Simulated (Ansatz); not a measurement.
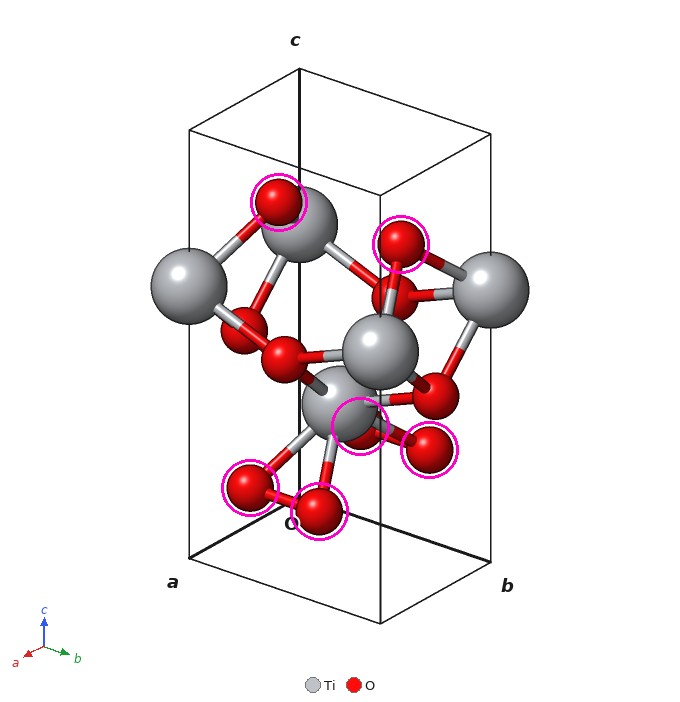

Crystal: TiO3, the end point of a relaxation with DFT PBE, scalar-relativistic, plane waves, PAW in Ansatz 0.2.0; the starting structure was generated, so it need not be a known form of this composition. One unit cell; the ringed atoms, with their copies on corners, edges and faces, form one crystallographic orbit. Geometry calculated from the standardised cell; symmetry tolerance 0.002 Å.

a = 2.952 Å, b = 4.004 Å, c = 7.846 Å, α = 90.00°, β = 90.00°, γ = 90.00°; space group Pmmn (No. 59, origin choice 1).

> Which Wyckoff position do the ringed atoms fill?

O on 4e, site symmetry m..: 8 operations a cell over 2 that keep the site give 4 atoms, with 2 free parameters.

> One of them lies at (0, 0.320, 0.213). List the coordinates of all.

(0, 0.320, 0.213); (0, 0.680, 0.213); (1/2, 0.820, 0.787); (1/2, 0.180, 0.787).
